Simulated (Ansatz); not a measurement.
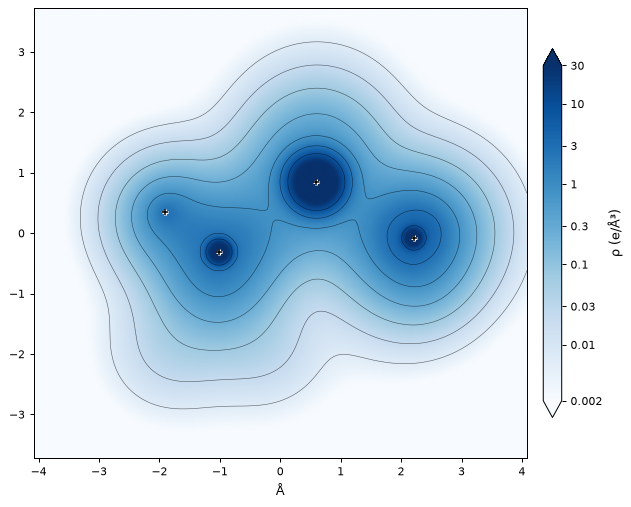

The total electron density on a plane through atoms (crosses mark nuclei in the plane).

Theory: isolated molecule in a Gaussian basis; Kohn-Sham density functional theory, functional PBE0 in Ansatz.

Candidates:
A. CH₃InO (SMILES C[O][In])
B. F₄S (SMILES FS(F)(F)F)
C. C₂H₉GeN (SMILES C[CH2][GeH2][NH2])

Question: Which candidate gave the map?

Answer: Candidate C: C₂H₉GeN on the plane of atoms Ge3, C2 and H9, which holds C, Ge, N and H. Ge–N (1.86 Å): the density is about 0.92 e/Å³ at the midpoint. C–Ge (1.98 Å): the density is about 0.85 e/Å³ at the midpoint.
